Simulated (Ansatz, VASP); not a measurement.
## EuMg2Bi2: VASP beside Ansatz

One calculation is typed for both programs; each brings its own data sets and cutoff. How far apart do they land? The cell comes out of the VASP series on this material, whose earlier steps may have relaxed, scaled or displaced it; both programs get it as it stands.

Program: Ansatz 0.2.0. Level of theory: plane waves, with VASP 6.6.1 beside it; zone-centre phonons at PBEsol, DFT+U. Results are calculated unless marked as measured.

## (1) The starting structure

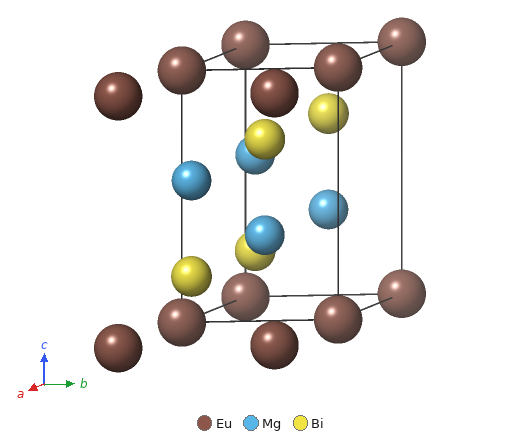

The cell as given, slightly off an axis (europium brown, magnesium blue, bismuth yellow). 2×1×1 cells are drawn. Some periodic images of atoms are drawn too.

## (2) Ansatz: zone-centre phonons, PBEsol, DFT+U

Ansatz runs on its default PAW (the set named soft_2) files.

Second derivatives magnify differences that forces hide, and they need a tight electronic threshold.

File input.yaml:

```yaml
crystal:
  lattice:
    - [4.7802549891, 0.0, 0.0]
    - [-2.3901274945, 4.1398222571, 0.0]
    - [0.0, 0.0, 7.7873736937]
  atoms:
    - { symbol: Eu, position: [0.0, 0.0, 0.0], spin: 6.768 }
    - { symbol: Mg, position: [0.6666666667, 0.3333333333, 0.6275105146], spin: -0.004 }
    - { symbol: Mg, position: [0.3333333333, 0.6666666667, 0.3724894854], spin: -0.004 }
    - { symbol: Bi, position: [0.6666666667, 0.3333333333, 0.2469147145], spin: -0.022 }
    - { symbol: Bi, position: [0.3333333333, 0.6666666667, 0.7530852855], spin: -0.022 }
hamiltonian:
  xc: pbesol
  pseudopotentials: { kind: paw }
  hubbard: { sites: [{ species: Eu, l: f, u_eff: 7.0 }] }
magnetization:
  spin_polarized: true
kpoints:
  mp_grid: { grid: [7, 7, 4] }
scf:
  occupations: { method: methfessel_paxton, width: 0.2 }
phonons:
  method: dfpt
  qpoints: [[0, 0, 0]]
```

On the command line:

```
> ansatz run input.yaml --threads 4 --pin off --max-ram 9216MiB --backend cpu --events-out ev --progress --plain --runs-dir out
```

Numbers of over 12 decimals in the logs are rounded to 6 here.

Output:

```text
Eu: projections on atomic orbitals take those of the free atom [Kr 4d10] 4f7 5s2 5p6 5d0 6s2, of charge +0.00 (hamiltonian.pseudopotentials.projection_atoms); the dataset's partial waves leave at most 1.0e-3 of an orbital's norm unspanned inside its sphere
Mg: projections on atomic orbitals take those of the free atom [He] 2s2 2p6 3s2, of charge +0.00 (hamiltonian.pseudopotentials.projection_atoms); the dataset's partial waves leave at most 2.0e-8 of an orbital's norm unspanned inside its sphere
Bi: projections on atomic orbitals take those of the free atom [Xe 4f14] 5d10 6s2 6p3, of charge +0.00 (hamiltonian.pseudopotentials.projection_atoms); the dataset's partial waves leave at most 4.7e-5 of an orbital's norm unspanned inside its sphere
Engine: ansatz 0.2.0, x86_64-unknown-linux-gnu
Pseudopotentials: kind: paw
Pseudopotential: Eu, paw, valence charge 17, recommended cutoff 420 eV (normal), Eu.paw.azcp
Pseudopotential: Mg, paw, valence charge 10, recommended cutoff 420 eV (normal), Mg.paw.azcp
Pseudopotential: Bi, paw, valence charge 15, recommended cutoff 420 eV (normal), Bi.paw.azcp
Functional definition: PBEsol
  exchange = pbesol_x
  correlation = pbesol_c
Crystal: 5 atoms, lattice volume = 154.107 Å³
Basis set: ecut = 420 eV, 2997 PW (Γ), exchange–correlation on 64×64×108 points (8 copies of the dense FFT grid, shifted against one another)
Bands: 47, of which v1, the nominal top of the filled ones, is band 34 counted from 1 (33 counted from 0)
Symmetry: 12 space group operations
Space group: P-3m1 (ITA 164), of the structure as read, at distance tolerance 5.4e-5 Å
Magnetic group: BNS 164.85 (UNI 1315), of the structure as read, at distance tolerance 5.4e-5 Å
k-points: 28 of 196
Non-local potential: Eu, projectors of the file, l = 0: 3, l = 1: 2, l = 2: 2, l = 3: 3
Non-local potential: Mg, projectors of the file, l = 0: 3, l = 1: 2, l = 2: 1
Non-local potential: Bi, projectors of the file, l = 0: 2, l = 1: 2, l = 2: 2, l = 3: 2
PAW form: soft (Blöchl's): semilocal exchange-correlation on the pseudo side does not see the compensation charge
PAW frozen core: Eu, regenerated for the run's functional, and the local potential with it (the file was generated under x = pbe(κ = 0.804, μ = 0.219515), c = pbe(β = 0.066725))
PAW frozen core: Mg, regenerated for the run's functional, and the local potential with it (the file was generated under x = pbe(κ = 0.804, μ = 0.219515), c = pbe(β = 0.066725))
PAW frozen core: Bi, regenerated for the run's functional, and the local potential with it (the file was generated under x = pbe(κ = 0.804, μ = 0.219515), c = pbe(β = 0.066725))
PAW one-centre angular grid: Eu, 590 points (default); XC on 64 Gauss nodes
PAW one-centre angular grid: Mg, 110 points (default); XC on 64 Gauss nodes
PAW one-centre angular grid: Bi, 590 points (default); XC on 64 Gauss nodes
Initial density: superposition of atomic densities (chi_scale 0.1, normalization cell)
Starting moments: Σ|m| = 0.052 μB on 4 of 5 sites
Initial wavefunctions: pseudopotential atomic-orbital guess
Functional: x = pbesol(κ = 0.804, μ = 0.123457), c = pbesol(β = 0.046)
Initial density: handed on by an earlier stage of this run
Starting moments: Σ|m| = 0.052 μB on 4 of 5 sites; this step starts from the density that it was given
SCF 1 converged in 5 iterations: F = -36975.317760 eV  dr2 = 1.52e-8
  greatest PAW one-centre occupation: 1.000 electrons in one spin orbital (limit 2), on the Eu atom at site 0 (counted from 0), in its partial waves of l = 0
Bands: 45, of which v1, the nominal top of the filled ones, is band 34 counted from 1 (33 counted from 0)
k-points: 60 of 196 (irreducible under 2 space group operations, time reversal used)
Initial density: read from a saved state, or passed on in memory by an earlier SCF of this step, an earlier step, the calling program or the single point that the run made first
Stability of the state it starts from, as read at its close in the collinear treatment: not read, because cold or Methfessel-Paxton smearing, or corrected tetrahedra, fill the levels in a way that the test cannot read (fill_not_monotonic); its run was given moments
Starting moments: Σ|m| = 6.82 μB on 5 of 5 sites; this step starts from the density that it was given
iter 1 solved again at ethr=6.12e-7 eV; its pass at ethr=3.10e-3 eV (dr2=4.10e-4 eV) is discarded
SCF iter   1: F=—  HF=-36975.317762 eV  |F-HF|=—  |Δ(HF+E_count)|=         —  Δρ=2.21e-6 (↑2.21e-6 ↓1.31e-6)  dr2=1.86e-8  dr2_m=1.28e-9  M=7.001 μB ∫|m|=7.220 μB  β_m=0.30  ethr=6.12e-7  ⟨swp⟩=3.8  Hψ=40482  notcnv=0
eigensolver tolerance schedule: the retry pair's looser diagonalisation over-reported the residual by 22032.88 of it (diagonalisation noise at an unbounded share of the residual, at the tolerance the schedule requests for it); recorded, not acted on — ethr = c·dr2/N_el stays at c = 1.0e-1
preconditioner: auto → Resta (q_TF=auto, 2.375 Å⁻¹)  ε∞=4.3  [insulator: Δε(μ)=0.277 eV  Ē_g=7.939 eV  σ=0.200 eV  W_gap=0.69  n_scr=34 (ndim 8)  ℏωp=14.3 eV  f_vac=0.024  D(μ)=0.04/eV (n_scr^D=0)  ε∞_Penn≈4.3]
spin=Collinear: Resta preconditioning applied to the charge; magnetization (m = ρ↑ − ρ↓) channel mixes plain (no charge-response kernel on spin).
SCF iter   2: F=—  HF=-36975.317760 eV  |F-HF|=—  |Δ(HF+E_count)|=   1.17e-6  S|Δr|=    0.00e0  Δρ=1.18e-6 (↑1.18e-6 ↓9.93e-7)  dr2=9.50e-9  dr2_m=5.04e-10  M=7.001 μB ∫|m|=7.220 μB  β_m=0.53  ethr=2.78e-11  ⟨swp⟩=4.0  Hψ=15931  notcnv=0
SCF iter   3: F=—  HF=-36975.317760 eV  |F-HF|=—  |Δ(HF+E_count)|=   3.11e-9  S|Δr|=    0.00e0  Δρ=9.88e-7 (↑9.88e-7 ↓5.32e-7)  dr2=3.12e-9  dr2_m=2.59e-10  M=7.001 μB ∫|m|=7.221 μB  β_m=0.70  ethr=1.42e-11  ⟨swp⟩=2.0  Hψ=8315  notcnv=0
SCF iter   4: F=—  HF=-36975.317760 eV  |F-HF|=—  |Δ(HF+E_count)|=   1.46e-9  S|Δr|=    0.00e0  Δρ=3.17e-7 (↑3.17e-7 ↓2.55e-7)  dr2=7.59e-10  dr2_m=2.65e-11  M=7.001 μB ∫|m|=7.221 μB  β_m=0.61  ethr=4.66e-12  ⟨swp⟩=2.0  Hψ=8491  notcnv=0
SCF iter   5: F=—  HF=-36975.317760 eV  |F-HF|=—  |Δ(HF+E_count)|=  1.38e-10  S|Δr|=    0.00e0  Δρ=2.58e-7 (↑2.58e-7 ↓1.90e-7)  dr2=4.32e-10  dr2_m=6.55e-12  M=7.001 μB ∫|m|=7.221 μB  β_m=0.78  ethr=1.13e-12  ⟨swp⟩=1.7  Hψ=6084  notcnv=0
SCF iter   6: F=—  HF=-36975.317760 eV  |F-HF|=—  |Δ(HF+E_count)|=  1.02e-10  S|Δr|=    0.00e0  Δρ=7.90e-8 (↑7.90e-8 ↓5.26e-8)  dr2=3.20e-11  dr2_m=1.27e-12  M=7.001 μB ∫|m|=7.221 μB  β_m=0.89  ethr=1.00e-12  ⟨swp⟩=2.1  Hψ=8223  notcnv=0
SCF iter   7: F=-36975.317760 eV  HF=-36975.317760 eV  |F-HF|=7.28e-12  |Δ(HF+E_count)|=  7.28e-12  S|Δr|=    0.00e0  Δρ=1.32e-8 (↑1.32e-8 ↓7.71e-9)  dr2=8.88e-13  dr2_m=2.86e-14  M=7.001 μB ∫|m|=7.221 μB  ethr=1.00e-12  ⟨swp⟩=9.7  Hψ=28971  notcnv=0
SCF 2 converged in 7 iterations: F = -36975.317760 eV  dr2 = 8.88e-13
this state was not tested for a lower state beside it, because cold or Methfessel-Paxton smearing, or corrected tetrahedra, fill the levels in a way that the test cannot read (fill_not_monotonic; see scf.lower_state_search)
DFPT response loops at Γ: preconditioner auto → Kerker (q_TF=auto, 2.375 Å⁻¹) (partly filled bands, converged f_vac=0.024); β = 1.00, the filter's whole step (`scf.mixing.beta` (0.30) is not read by the response loops under this deck's `scf.mixing.preconditioner`; to damp them name `kerker` or `kerker_dos`, under which they read `scf.mixing.beta`, and type it under 1.00, their step now; both keys bind the ground state too); Broyden in place of MSR1
SCF converged after 7 iterations
Magnetization: 7.0008 μB (37.0004 up, 29.9996 down)
Absolute magnetization: 7.2213 μB (∫|ρ↑−ρ↓|, with the PAW one-centre terms)
Spin contamination: 0.0126 ħ² per cell (⟨S²⟩ above its minimum at these occupations)
Per-site moments (μB) at R_I (Å): [(6.952536, 1.387507), (-0.010374, 1.207803), (-0.010374, 1.207803), (-0.020227, 1.207803), (-0.020227, 1.207803)]
Free energy (F): -36975.317760 eV
Harris-Foulkes:  -36975.317760 eV  (|F-HF|=7.28e-12)
Internal energy: -36975.318991 eV  (E = F + TS)
E sigma→0 (E₀):  -36975.318068 eV
Entropy (-TS):   0.001231 eV (0.246 meV/atom)
Fermi energy:    8.667406 eV
Step filling:    the computed levels leave a gap of 0.2772 eV = 1.4 smearing widths at the electron count; against every level under it full and every level over it empty, smearing changes F+E_penalty+E_count by +0.403 meV and its σ→0 estimate by +0.096 meV
--- Per-component energies (eV) ---
  E_band       = -975.614152
  E_kinetic    = 1110.321596
  E_local      = -8664.037459  (includes V_loc(G=0)·N_el)
  E_nonlocal   = 1795.275128
  E_hartree    = 3115.021009
  E_xc         = -531.160791
  E_vxc        = -562.203107  (∫ρ·V_xc dr)
  E_hubbard    = 0.070730  (on-site DFT+U / exact-exchange correction)
  E_vhub       = -24.344377  (the Hubbard potential's part of the band-sum identity)
  E_paw        = -27875.523944  (= ΣΔE_a)
  E_vpaw       = -860.666987  (= ΣTr[D̂ρ^β])
  E_aug_tail   = -0.000934  (compensation charges beyond the density's cutoff)
  E_ewald      = -5926.168386
  E_core_change = 0.884060  (= ΣΔE_core)
  E_smearing   = 0.001231  (= −TS)
  E_closure    = 0.000000  (closes the sum)
  Σ components = -36975.317760   (vs F -36975.317760, Δ=0.00e0)
--- Band table (eV; the first three rows and the last of 120) ---
  k-point 0 ↑: bands = [... 30 lower, 5.6154, 5.6588, 6.9405, 6.9405, 8.3568, 8.3568, 8.4266, 8.7038, ... 7 higher]
  k-point 1 ↑: bands = [... 30 lower, 5.6163, 5.6589, 7.0080, 7.0495, 7.0495, 8.1081, 8.1081, 9.1873, ... 7 higher]
  k-point 2 ↑: bands = [... 30 lower, 5.6588, 5.7870, 5.8908, 7.2146, 7.2146, 7.8271, 7.8271, 9.1542, ... 7 higher]
  k-point 59 ↓: bands = [... 30 lower, 9.8329, 10.6540, 10.8053, 11.1222, 11.7511, 11.9470, 12.8550, 13.3737, ... 7 higher]
Occupation matrices written to <dir>
--- Phonons (Γ-DFPT): 6 representative perturbations + reference, on 60 of 196 k-points (Σ response iterations 56) ---
  k mesh reduced under 2 symmetry operations, with k and −k counted as one. Each operation leaves every solved perturbation unchanged. A smaller set is not considered because the run has a Hubbard term
  ASR residual: 3.402e-5 → 0.000e0 eV/Å²; symmetrization residual: 3.186e-5 eV/Å²
  ASR residual per site (eV/Å²): 3.40e-5 2.75e-5 2.75e-5 1.91e-5 1.91e-5
  Γ frequencies (cm⁻¹): 0.00 0.00 0.00 55.62 55.62 76.85 76.85 84.23 89.56 196.45 196.45 202.66 214.95 214.95 220.00
  non-analytic LO–TO correction: not included (Born effective charges unavailable; polar crystals: no LO–TO splitting at Γ)
--- Phonons (arbitrary-q DFPT): 1 explicit q-point ---
  q = [0, 0, 0] (of the zone-centre solve; hermiticity 1.37e-5, symmetrization 1.69e-7): -0.00 -0.00 -0.00 55.62 55.62 76.85 76.85 84.23 89.56 196.45 196.45 202.66 214.95 214.95 220.00
  sum rule: each row above includes the acoustic sum rule's correction from the zone centre's row sums; it moved no ω² by more than (0.55 cm⁻¹)²
```

Elapsed: 2.5 min, on 4 threads of Intel Xeon Platinum 8559C (Emerald Rapids), shared host; peak memory 2.5 GiB.

Reading the cycles: dr2 is the Hartree energy of the density residual (eV), the measure of convergence; HF is the Harris–Foulkes estimate of the energy, which meets the free energy F at convergence.

(Part 1 of 2 ends here.)

[Lines on the potential files, build, host, timing and source positions are cut from VASP's logs without a mark.]

[Logs are printed without paths, hosts, clocks, repeated set-up lines and the standing remarks that a program may print on its own settings, such as how far it seeks lower states.]

[Hosts, paths, dates, database ids (printed as entryN), source tags and the programs' standing remarks are cut or masked in the printed files.]
